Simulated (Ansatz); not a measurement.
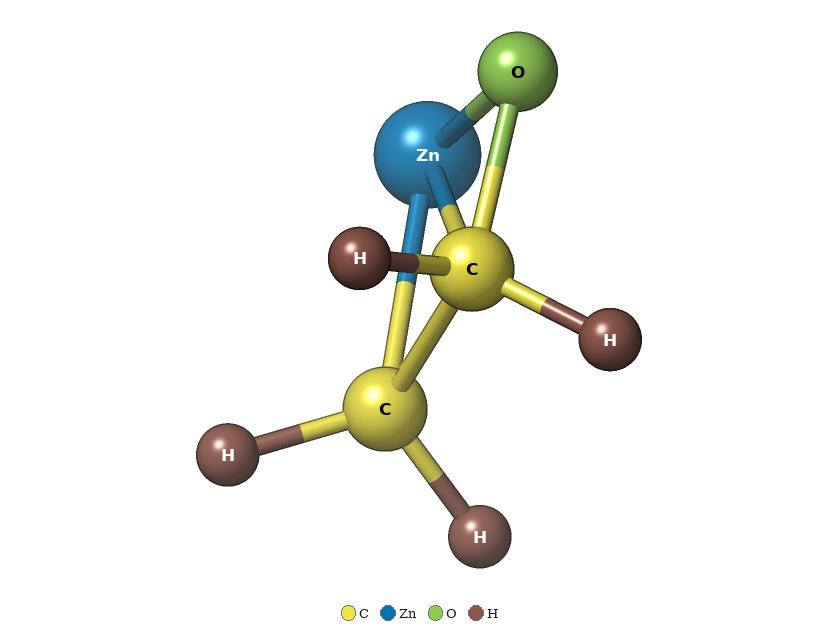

Rendered structure (ball-and-stick style).

Give the formula.

C2H4OZn, 8 atoms: 2 carbon, 4 hydrogen, 1 oxygen and 1 zinc.

What is the point group of this geometry?

Cs.

Count the bonded pairs by element.

4 C–H, 2 C–Zn, 1 C–C, 1 C–O, 1 O–Zn. Sticks follow a distance rule.

More results for the same structure follow; atom numbers are the same in all pictures, views and colours differ. The geometry was computed by an optimisation with PBE0-D4/def2-TZVP.

### Shape

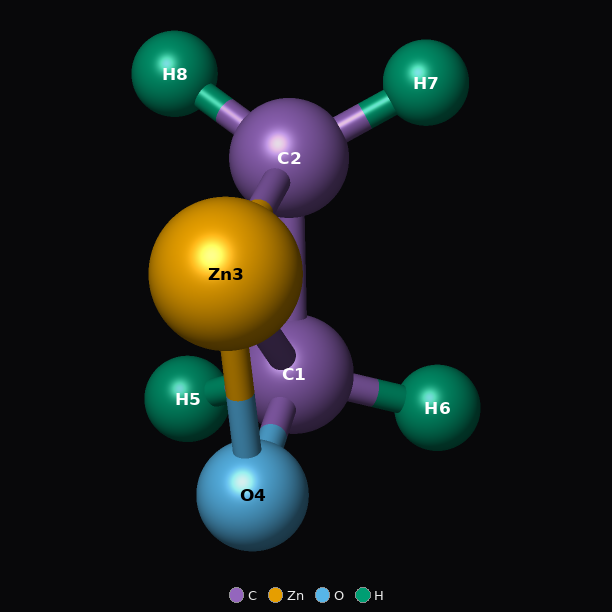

Which bond is the longest?

C1–Zn3, 2.313 Å.

What is the dihedral angle C2–Zn3–O4–C1?

0° in size, that is syn (eclipsed).

### Levels of theory compared

Program: Ansatz 0.2.0.

Compare dipole (D), HOMO energy (eV) at these levels: B3LYP-D4/def2-TZVPP; PBE-D4/def2-TZVPP; r2SCAN-D4/def2-TZVPP; ωB97M-V/def2-TZVPP.

```tsv
level	dipole (D)	HOMO energy (eV)
B3LYP-D4/def2-TZVPP	3.12	−6.46
PBE-D4/def2-TZVPP	2.78	−5.27
r2SCAN-D4/def2-TZVPP	2.94	−5.50
ωB97M-V/def2-TZVPP	3.45	−8.96
```

### Charges

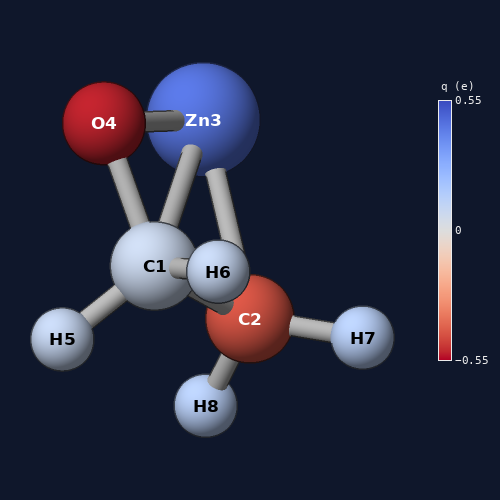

Atoms are coloured by their Mulliken charges. Method: RKS PBE0-D4/def2-TZVP (Ansatz 0.2.0).

List the Mulliken charges.

```json
{"atom": "C1", "value (e)": "0.07"}
{"atom": "C2", "value (e)": "−0.43"}
{"atom": "Zn3", "value (e)": "0.44"}
{"atom": "O4", "value (e)": "−0.52"}
{"atom": "H5", "value (e)": "0.09"}
{"atom": "H6", "value (e)": "0.09"}
{"atom": "H7", "value (e)": "0.13"}
{"atom": "H8", "value (e)": "0.13"}
```

### Vibrations

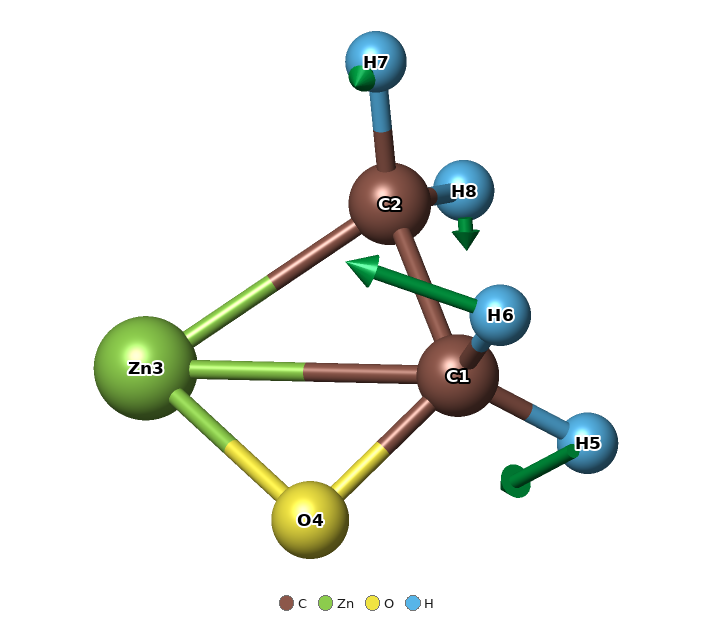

The arrows show one normal mode. Harmonic vibrations computed with RKS PBE0-D4/def2-TZVP (Ansatz 0.2.0) at a stationary point of the same level.

What kind of motion is it?

Mostly angle bending.

At what wavenumber does it lie?

1498 cm⁻¹; it is mode 14 of 18 counted from the lowest.

Mulliken values depend strongly on the basis set and can even reverse the polarity of a bond.
